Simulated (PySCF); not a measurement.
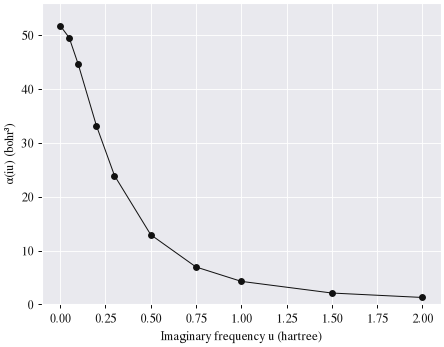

Dipole polarisability at imaginary frequency of Al⁻ ([Ne] 3s² 3p²). Coupled response at the HF level; PySCF, ANO-RCC-VTZP, spin-free X2C-1e, unrestricted single determinants, no spin-orbit coupling.

Q: Describe the response.

A: The static dipole polarisability is 51.8 bohr³; α(iu) falls to half of it near u = 0.28 hartree. The Casimir–Polder integral gives C₆ = 552 hartree bohr⁶ for two such species.

Note: basis without added diffuse functions.
